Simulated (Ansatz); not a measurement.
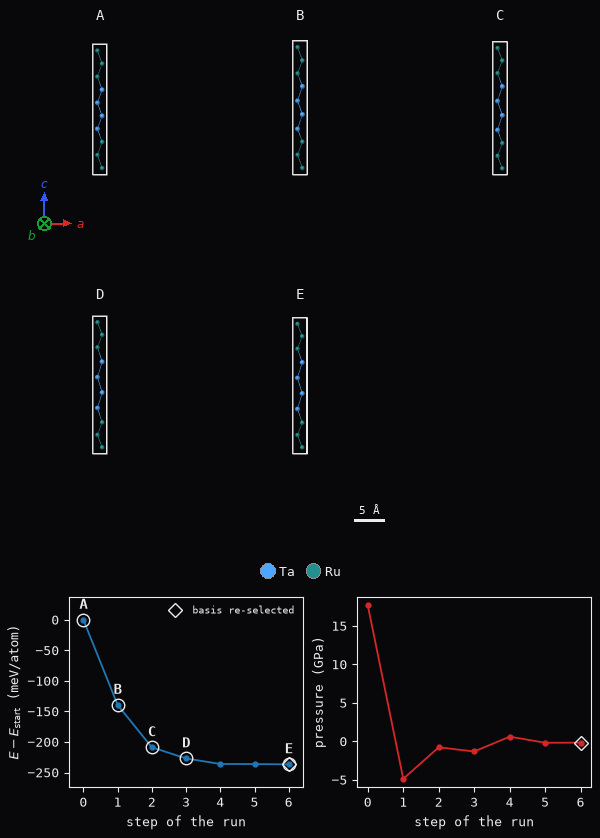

Frames of a relaxation of solid Ta$_{2}$Ru$_{3}$ (a generated structure, set up in P-3m1) (coarse preliminary run), marked on the history of the run. Style: ball-and-stick. Shown: the cell of the calculation, along the b axis.

Level of theory: DFT PBE, scalar-relativistic, plane waves, PAW (Ansatz).

Input
```yaml
crystal:
  lattice:
    - [2.76493058, 0.0, 0.0]
    - [-1.38246529, 2.39450012, 0.0]
    - [0.0, 0.0, 22.24236327]
  atoms:
    - { symbol: Ta, position: [0.33333333, 0.66666667, 0.35] }
    - { symbol: Ta, position: [0.33333333, 0.66666667, 0.55] }
    - { symbol: Ta, position: [0.66666667, 0.33333333, 0.45] }
    - { symbol: Ta, position: [0.66666667, 0.33333333, 0.65] }
    - { symbol: Ru, position: [0.33333333, 0.66666667, 0.95] }
    - { symbol: Ru, position: [0.33333333, 0.66666667, 0.15] }
    - { symbol: Ru, position: [0.33333333, 0.66666667, 0.75] }
    - { symbol: Ru, position: [0.66666667, 0.33333333, 0.05] }
    - { symbol: Ru, position: [0.66666667, 0.33333333, 0.25] }
    - { symbol: Ru, position: [0.66666667, 0.33333333, 0.85] }
basis:
  ecutwfc: 420
kpoints:
  mp_grid: { grid: [6, 6, 1] }
hamiltonian:
  xc: pbe
scf:
  occupations: { method: gaussian, width: 0.1 }
  lower_state_search: "off"
output:
  forces: true
  stress: true
  eigenvalues: true
relax:
  adjacent_minimum: "off"
  f_tol: 0.04
  max_steps: 70
  cell: { stress_tol: 0.4 }
```

Launched with:
```bash
ansatz run input.yaml --threads 4 --pin off --max-ram 8192MiB --backend cpu --events-out ev --progress --plain --runs-dir out
```

### Describe the path.

Over 5 accepted moves (6 points after the start) the energy falls by 237 meV per atom. Largest force component: 3 eV/Å at the start, 0.013 eV/Å at the end. Pressure: 17.67 GPa at the start and −0.16 GPa at the end. The SCF was repeated once at an unchanged geometry on a basis and grid sized afresh for the cell, which shifted the energy by 0.4 meV per atom at most. The largest moves relative to the cell, 0.51 Å, are those of Ru7 and Ru9. Ru9 goes along −c. Largest moves by element: Ru 0.51 Å, Ta 0.50 Å. Cell: a = b 2.765 → 2.797 Å (+1.2 %), c 22.242 → 23.145 Å (+4.1 %). Volume +6.5 %. Some distances before and after: Ta1–Ta3 2.738 → 3.101 Å, Ta2–Ta3 2.738 → 3.095 Å, Ta1–Ru9 2.738 → 2.833 Å, Ru5–Ru8 2.738 → 2.652 Å. The space group stays P-3m1 (No. 164). From step 0 to 1: Ta atoms move most (0.20 Å), volume +8.7 %, energy −139 meV per atom. From step 1 to 2: Ru atoms move most (0.20 Å), volume −2.0 %, energy −69.5 meV per atom. From step 2 to 3: Ru atoms move most (0.21 Å), volume +0.4 %, energy −18.2 meV per atom. From step 3 to 6: Ta atoms move most (0.07 Å), volume −0.4 %, energy −9.7 meV per atom.

Limits of the set-up: the k-point mesh is coarse for a cell with partly filled bands.
